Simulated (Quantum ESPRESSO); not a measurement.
Band structure of SrCu2Sb2 (P4/nmm, 10 atoms in the cell).

```xyz
10
Lattice="4.5663 0.0000 0.0000 0.0000 4.5663 0.0000 0.0000 0.0000 10.7594" Properties=species:S:1:pos:R:3 pbc="T T T"
Sr     2.2831     0.0000     2.5458
Sr     0.0000     2.2831     8.2136
Cu     2.2831     0.0000     6.8097
Cu     0.0000     2.2831     3.9497
Cu     0.0000     0.0000     0.0000
Cu     2.2831     2.2831     0.0000
Sb     0.0000     2.2831     1.3829
Sb     2.2831     0.0000     9.3765
Sb     2.2831     2.2831     5.3797
Sb     0.0000     0.0000     5.3797
```

Level of theory: PBEsol, PSlibrary ultrasoft (PBE) pseudopotentials (plane waves; Quantum ESPRESSO 7.5).

Settings: ecutwfc = 50 Ry; ecutrho = 350 Ry; occupations = smearing; smearing = mp; degauss = 0.0147 Ry; input_dft = pbesol; K_POINTS = automatic 6 6 3 0 0 0; nbnd = 54; conv_thr = 1e-10 Ry; mixing_beta = 0.3.

The starting cell comes from a database of computed structures (which also holds hypothetical and non-ambient phases and stackings), without a prior relaxation at this level. Spin-orbit coupling is off. Spin polarisation is off. The run gives no clean gap (levels at the Fermi energy touch, overlap or are partly filled at this smearing), which alone does not show that the compound is a metal.

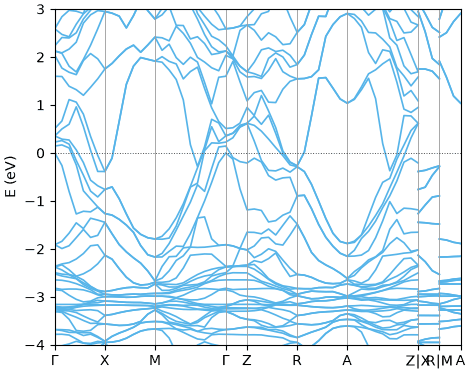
Figure. Bands along the path, energies from the Fermi level.

Levels in eV from the Fermi level, bands 39 to 46:
| point | 39 | 40 | 41 | 42 | 43 | 44 | 45 | 46 |
|---|---|---|---|---|---|---|---|---|
| Γ | 0.00 | 0.14 | 0.23 | 0.35 | 0.35 | 0.51 | 1.60 | 2.04 |
| X | -1.26 | -1.26 | -0.76 | -0.76 | -0.39 | -0.39 | 1.75 | 1.75 |
| M | -2.17 | -2.17 | -1.79 | -1.79 | 1.91 | 1.91 | 2.41 | 2.41 |
| Z | -1.19 | -0.21 | 0.61 | 0.62 | 0.62 | 0.95 | 1.09 | 1.58 |
| R | -0.89 | -0.89 | -0.29 | -0.29 | -0.27 | -0.27 | 1.54 | 1.54 |
| A | -2.16 | -2.16 | -1.89 | -1.89 | 1.04 | 1.04 | 2.91 | 2.91 |

Bands cross the Fermi level along this path, so the cell is metallic at this level.
